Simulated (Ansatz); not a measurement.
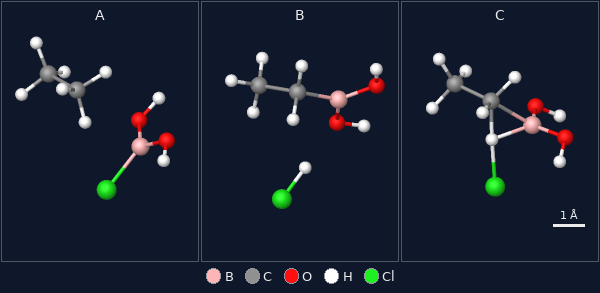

3 geometries from a converged minimum-energy path of C$_{2}$H$_{8}$BClO$_{2}$, shuffled. A ball-and-stick model, seen at a tilt.

The calculation used RKS PBE0-D4/def2-SVP (Ansatz 0.2.0). Set-up: 7 movable images; climbing image; force threshold 0.05 eV/Å; iteration limit 60; starting path through a guess of the saddle point.

> Which frame is the top of the path?

C. In order along the path, whose images run from 0 to 8: B (image 0, 0.0 kJ/mol), C (image 4, +139.4 kJ/mol), A (image 6, −64.4 kJ/mol). Breaking: B–C (1.57 → 3.54 Å), Cl–H (1.31 → 3.16 Å). Forming: B–Cl (3.77 → 1.78 Å), C–H (3.07 → 1.10 Å).

Cost: 6.6 min on 4 threads of Arm Neoverse N1, on a shared host, peak memory 0.33 GiB.
